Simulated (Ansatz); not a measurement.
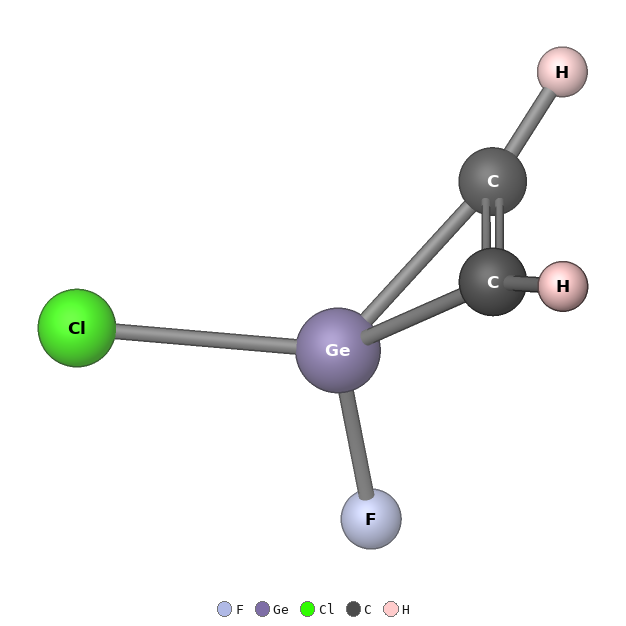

Distant atoms are faded towards the background colour. Computed geometry: PBE-D4/def2-SVP optimisation. No frequency run is at hand to confirm it as a minimum.

Which symmetry elements does this geometry have?

It has 1 mirror plane, so the point group is Cs. The group has 2 operations. The geometry is achiral, and symmetry allows a dipole moment.
